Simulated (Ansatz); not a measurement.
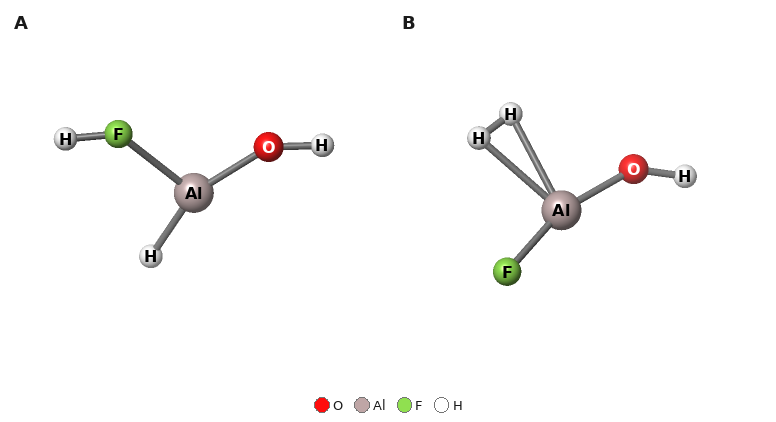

2 stationary structures of one formula. State: charge +1, singlet. Geometries: PBE0-D4/def2-TZVP. Electronic energies: RHF-CCSD(T) (frozen core)/def2-TZVPP (Ansatz 0.2.0), without zero-point energy. No frequency run is at hand to confirm each as a minimum.

### Rank them by energy, lowest first.

B is lowest (Cs); A lies 27.2 kJ/mol above it (Cs).
